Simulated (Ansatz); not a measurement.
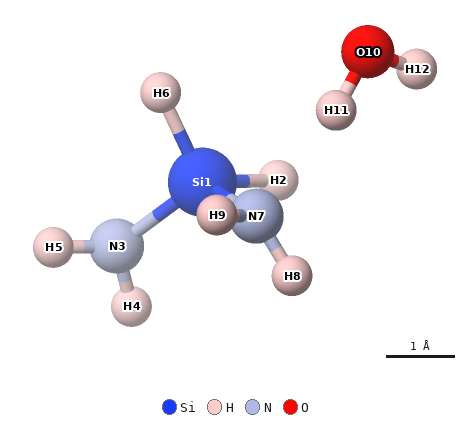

Figure 1. The input geometry (ball-and-stick view, seen at a tilt; atoms are numbered from 1 in the order of the input).

Nudged elastic band of SiN$_{2}$H$_{8}$O (part 1 of 2)

- system: SiN$_{2}$H$_{8}$O
- method: RKS PBE/6-31G* (Ansatz 0.2.0)

It belongs to a series of runs on one base structure; here: band between the two ends. Figures and captions count atoms from 1; the log counts them from 0 in places.

## What the program printed
```
Engine: ansatz 0.2.0, aarch64-unknown-linux-gnu
Functional definition: PBE
  parameter kappa = 0.804
  parameter beta = 0.06672455060314922
  exchange = pbe_x(kappa = kappa, mu = beta*pi^2/3)
  correlation = pbe_c(beta = beta)
1069 factors; their error is unknown
mean field evaluation 1: about -13008.6133 eV, gradient 9.4e1 eV
mean field evaluation 2: about -12968.8767 eV, gradient 1.6e2 eV
mean field evaluation 4: about -13024.8469 eV, gradient 1.3e1 eV
mean field evaluation 8: about -13025.1935 eV, gradient 3.6e-1 eV
mean field evaluation 16: about -13025.1342 eV, gradient 2.9e-4 eV
mean field -13025.13419795 eV, -478.6648530217 hartree, gradient 4.7e-5 eV, S^2 0.000000; 0 other end points of the search recorded, 0 dependent functions left out
the calculation of the forces begins
reference -13025.13423100 eV, -478.6648542362 hartree; 22, 22 occupied and 58, 58 virtual orbitals, 1069 factors
1069 factors; their error is unknown
mean field evaluation 32: about -13025.9084 eV, gradient 2.0e-3 eV
mean field -13025.90844500 eV, -478.6933060761 hartree, gradient 4.5e-5 eV, S^2 0.000000; 0 other end points of the search recorded, 0 dependent functions left out
[... from here on the field's lines of each further geometry are left out, up to the last ...]
NEB iter   1: max|band force component| = 1.788e1 eV/Å  barrier→ = 4.2161 eV  barrier← = 4.9904 eV  Δτ_max = 0.2000 Å  (189 SCF iters)
NEB iter   2: max|band force component| = 2.977e0 eV/Å  barrier→ = 2.4127 eV  barrier← = 3.1869 eV  Δτ_max = 0.2000 Å  (173 SCF iters)
NEB iter   3: max|band force component| = 1.549e0 eV/Å  barrier→ = 1.8091 eV  barrier← = 2.5834 eV  Δτ_max = 0.2000 Å  (155 SCF iters)
NEB iter   4: max|band force component| = 1.156e0 eV/Å  barrier→ = 1.5000 eV  barrier← = 2.2742 eV  Δτ_max = 0.1990 Å  (147 SCF iters)
NEB iter   5: max|band force component| = 7.178e-1 eV/Å  barrier→ = 1.3196 eV  barrier← = 2.0938 eV  Δτ_max = 0.2000 Å  (139 SCF iters)
NEB iter   6: max|band force component| = 5.998e-1 eV/Å  barrier→ = 1.1403 eV  barrier← = 1.9145 eV  Δτ_max = 0.1902 Å  (137 SCF iters)
NEB iter   7: max|band force component| = 1.037e0 eV/Å  barrier→ = 0.9893 eV  barrier← = 1.7635 eV  CI = image 3  Δτ_max = 0.2000 Å  (141 SCF iters)
NEB iter   8: max|band force component| = 8.313e-1 eV/Å  barrier→ = 1.2468 eV  barrier← = 2.0211 eV  CI = image 3  Δτ_max = 0.1461 Å  (151 SCF iters)
NEB iter   9: max|band force component| = 1.186e0 eV/Å  barrier→ = 1.6383 eV  barrier← = 2.4125 eV  CI = image 3  Δτ_max = 0.2000 Å  (150 SCF iters)
NEB iter  10: max|band force component| = 1.210e0 eV/Å  barrier→ = 1.6768 eV  barrier← = 2.4511 eV  CI = image 3  Δτ_max = 0.1017 Å  (146 SCF iters)
NEB iter  11: max|band force component| = 4.309e-1 eV/Å  barrier→ = 1.6386 eV  barrier← = 2.4129 eV  CI = image 3  Δτ_max = 0.1847 Å  (141 SCF iters)
NEB iter  12: max|band force component| = 3.138e-1 eV/Å  barrier→ = 1.5978 eV  barrier← = 2.3720 eV  CI = image 3  Δτ_max = 0.1473 Å  (141 SCF iters)
NEB iter  13: max|band force component| = 4.011e-1 eV/Å  barrier→ = 1.5861 eV  barrier← = 2.3603 eV  CI = image 3  Δτ_max = 0.0741 Å  (143 SCF iters)
NEB iter  14: max|band force component| = 2.229e-1 eV/Å  barrier→ = 1.5734 eV  barrier← = 2.3477 eV  CI = image 3  Δτ_max = 0.0743 Å  (141 SCF iters)
NEB iter  15: max|band force component| = 2.351e-1 eV/Å  barrier→ = 1.5627 eV  barrier← = 2.3370 eV  CI = image 3  Δτ_max = 0.0741 Å  (144 SCF iters)
NEB iter  16: max|band force component| = 2.584e-1 eV/Å  barrier→ = 1.5494 eV  barrier← = 2.3237 eV  CI = image 3  Δτ_max = 0.0373 Å  (145 SCF iters)
NEB iter  17: max|band force component| = 1.374e-1 eV/Å  barrier→ = 1.5419 eV  barrier← = 2.3161 eV  CI = image 3  Δτ_max = 0.0370 Å  (141 SCF iters)
NEB iter  18: max|band force component| = 1.169e-1 eV/Å  barrier→ = 1.5330 eV  barrier← = 2.3072 eV  CI = image 3  Δτ_max = 0.0370 Å  (149 SCF iters)
NEB iter  19: max|band force component| = 9.780e-2 eV/Å  barrier→ = 1.5238 eV  barrier← = 2.2980 eV  CI = image 3  Δτ_max = 0.0373 Å  (149 SCF iters)
NEB iter  20: max|band force component| = 1.114e-1 eV/Å  barrier→ = 1.5150 eV  barrier← = 2.2893 eV  CI = image 3  Δτ_max = 0.0185 Å  (145 SCF iters)
NEB iter  21: max|band force component| = 1.140e-1 eV/Å  barrier→ = 1.5110 eV  barrier← = 2.2852 eV  CI = image 3  Δτ_max = 0.0186 Å  (139 SCF iters)
NEB iter  22: max|band force component| = 1.164e-1 eV/Å  barrier→ = 1.5072 eV  barrier← = 2.2815 eV  CI = image 3  Δτ_max = 0.0370 Å  (147 SCF iters)
NEB iter  23: max|band force component| = 1.141e-1 eV/Å  barrier→ = 1.5004 eV  barrier← = 2.2747 eV  CI = image 3  Δτ_max = 0.0370 Å  (148 SCF iters)
NEB iter  24: max|band force component| = 1.353e-1 eV/Å  barrier→ = 1.4949 eV  barrier← = 2.2691 eV  CI = image 3  Δτ_max = 0.0370 Å  (146 SCF iters)
NEB iter  25: max|band force component| = 1.485e-1 eV/Å  barrier→ = 1.4900 eV  barrier← = 2.2642 eV  CI = image 3  Δτ_max = 0.0744 Å  (147 SCF iters)
NEB iter  26: max|band force component| = 1.491e-1 eV/Å  barrier→ = 1.4845 eV  barrier← = 2.2587 eV  CI = image 3  Δτ_max = 0.0740 Å  (143 SCF iters)
NEB iter  27: max|band force component| = 1.390e-1 eV/Å  barrier→ = 1.4830 eV  barrier← = 2.2573 eV  CI = image 3  Δτ_max = 0.0371 Å  (142 SCF iters)
NEB iter  28: max|band force component| = 1.165e-1 eV/Å  barrier→ = 1.4800 eV  barrier← = 2.2543 eV  CI = image 3  Δτ_max = 0.0370 Å  (146 SCF iters)
NEB iter  29: max|band force component| = 9.794e-2 eV/Å  barrier→ = 1.4791 eV  barrier← = 2.2534 eV  CI = image 3  Δτ_max = 0.0370 Å  (148 SCF iters)
NEB iter  30: max|band force component| = 8.426e-2 eV/Å  barrier→ = 1.4784 eV  barrier← = 2.2527 eV  CI = image 3  Δτ_max = 0.0370 Å  (147 SCF iters)
NEB iter  31: max|band force component| = 7.375e-2 eV/Å  barrier→ = 1.4778 eV  barrier← = 2.2520 eV  CI = image 3  Δτ_max = 0.0370 Å  (147 SCF iters)
NEB iter  32: max|band force component| = 6.168e-2 eV/Å  barrier→ = 1.4773 eV  barrier← = 2.2516 eV  CI = image 3  Δτ_max = 0.0370 Å  (146 SCF iters)
the calculation of the forces begins
reference -13025.89248749 eV, -478.6927196484 hartree; 22, 22 occupied and 58, 58 virtual orbitals, 1069 factors
1069 factors; their error is unknown
mean field evaluation 1344: about -13023.7197 eV, gradient 1.1e-1 eV
mean field -13023.65720525 eV, -478.6105745410 hartree, gradient 2.2e-5 eV, S^2 0.000000; 1 other end points of the search recorded, 0 dependent functions left out
the calculation of the forces begins
reference -13023.65723580 eV, -478.6105756636 hartree; 22, 22 occupied and 58, 58 virtual orbitals, 1069 factors
NEB iter  33: max|band force component| = 4.845e-2 eV/Å  barrier→ = 1.4770 eV  barrier← = 2.2512 eV  CI = image 3  Δτ_max = 0.0000 Å  (286 SCF iters)
```

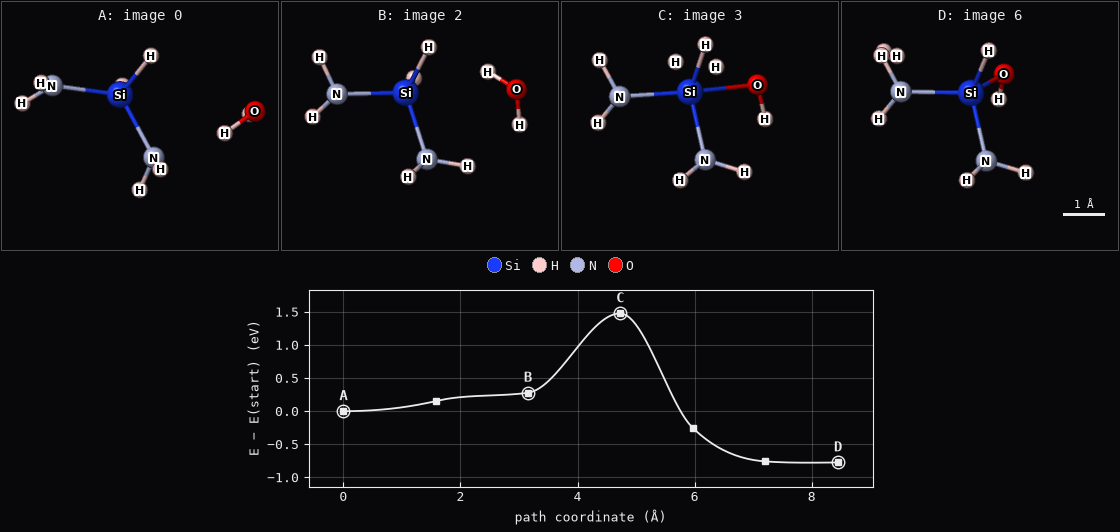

Figure 2. Images of the last band (counted from 0; ball-and-stick, seen at a tilt) above the energy along the path; the line is a cubic interpolation that uses the forces. The highest image is number 3, 1.477 eV above the start and 2.251 eV above the end (the climbing image); the end lies 0.774 eV below the start. The path is 8.45 Å long. The band converged in 33 iterations.

```
Total energy: -13023.65723580 eV, -478.6105756636 hartree
Atom 0 at    -0.263514    -0.021293    -0.218568 Å, force    -0.021685     0.008147     0.011322 eV/Å
Atom 1 at     0.186548     0.295353     1.507357 Å, force     0.014639     0.004231     0.003149 eV/Å
Atom 2 at     1.447458    -0.177301    -0.638153 Å, force     0.004301    -0.007086    -0.001868 eV/Å
Atom 3 at     1.941060    -0.980685    -0.238432 Å, force    -0.001733    -0.001076    -0.000457 eV/Å
Atom 4 at     2.007594     0.660441    -0.457846 Å, force    -0.002948     0.001501     0.001980 eV/Å
Atom 5 at    -0.577638     1.340173    -0.746269 Å, force    -0.000898    -0.000978    -0.000115 eV/Å
Atom 6 at    -0.780613    -1.556035    -0.855763 Å, force    -0.000990     0.002653     0.002584 eV/Å
Atom 7 at    -1.773465    -1.757685    -0.967774 Å, force     0.000260    -0.002671    -0.002829 eV/Å
Atom 8 at    -0.226139    -1.940773    -1.621525 Å, force    -0.001119    -0.000060    -0.001506 eV/Å
Atom 9 at    -1.886433     0.029244     0.905720 Å, force     0.047269    -0.002584    -0.002136 eV/Å
Atom 10 at    -2.129232    -0.888616     1.161259 Å, force    -0.000288     0.000326    -0.000077 eV/Å
Atom 11 at    -0.819927     0.237976     1.563594 Å, force    -0.036809    -0.002403    -0.010046 eV/Å
Dipole moment:     0.068667    -0.406134     0.034373 e Å
this run last wrote the band of iteration 33 to [file]
```

## The last band as extended XYZ (Å, eV, eV/Å)
```
12
Properties=species:S:1:pos:R:3:forces:R:3 image=0 energy=-13025.13420
Si    0.3753   -0.0040   -0.0642    0.0027  -0.0048   0.0051
H     0.5024   -0.1699    1.4166   -0.0033   0.0014  -0.0041
N     2.0093    0.0008   -0.6693    0.0011   0.0000   0.0010
H     2.6768   -0.7047   -0.3569    0.0015   0.0015   0.0000
H     2.1960    0.2725   -1.6349   -0.0012  -0.0018   0.0002
H    -0.2300    1.2784   -0.5249    0.0000   0.0013  -0.0010
N    -0.8065   -1.2436   -0.5296   -0.0018   0.0027  -0.0040
H    -0.5983   -2.2093   -0.2607    0.0024   0.0008   0.0003
H    -1.1182   -1.2326   -1.5050   -0.0020  -0.0003   0.0017
O    -2.8853    0.0548    1.0710    0.0018  -0.0022   0.0012
H    -2.3111   -0.5090    0.4899   -0.0009   0.0005  -0.0033
H    -2.6847   -0.2926    1.9618   -0.0003   0.0009   0.0028
12
Properties=species:S:1:pos:R:3:forces:R:3 image=1 energy=-13024.98163
Si    0.2277   -0.0495   -0.1926    0.0348   0.0417   0.0326
H     0.1130   -0.1527    1.3102    0.0070  -0.0260  -0.0182
N     1.8504   -0.1274   -0.8174    0.0289  -0.0175  -0.0117
H     2.4844   -0.8583   -0.4918    0.0220   0.0051  -0.0102
H     2.3537    0.7503   -0.9512    0.0048   0.0057  -0.0230
H    -0.2758    1.2767   -0.6642    0.0189  -0.0005   0.0026
N    -0.8008   -1.3490   -0.7505   -0.0750   0.0312  -0.0123
H    -0.9074   -2.1859   -0.1813    0.1178  -0.1051   0.1092
H    -0.7374   -1.6086   -1.7372   -0.0804   0.0394  -0.0116
O    -2.7548    0.0347    1.3544   -0.0768   0.0403   0.0624
H    -2.4988   -0.5887    0.6425    0.0371   0.0209  -0.1581
H    -1.9286    0.0990    1.8726   -0.0390  -0.0355   0.0384
12
Properties=species:S:1:pos:R:3:forces:R:3 image=2 energy=-13024.85623
Si    0.1422   -0.0657   -0.2051    0.0529  -0.0422   0.0304
H     0.1181   -0.0318    1.3153   -0.0104  -0.0330  -0.0354
N     1.7747   -0.1552   -0.8207    0.0479  -0.0048  -0.0325
H     2.3637   -0.8887   -0.4212    0.0591   0.0102  -0.0180
H     2.2883    0.7269   -0.8295    0.0446   0.0036  -0.0522
H    -0.3760    1.2636   -0.6818    0.0261   0.0044  -0.0089
N    -0.5936   -1.5514   -0.7565    0.0475   0.0195   0.0312
H    -1.6112   -1.6168   -0.7128    0.0047   0.0509   0.0105
H    -0.2646   -1.8255   -1.6858   -0.0330   0.0063  -0.0099
O    -2.4589    0.0272    1.1388   -0.0948   0.0276   0.0323
H    -2.5943   -0.9078    1.3900   -0.0199  -0.0469   0.0579
H    -1.6626    0.2659    1.6628   -0.1246   0.0043  -0.0053
```
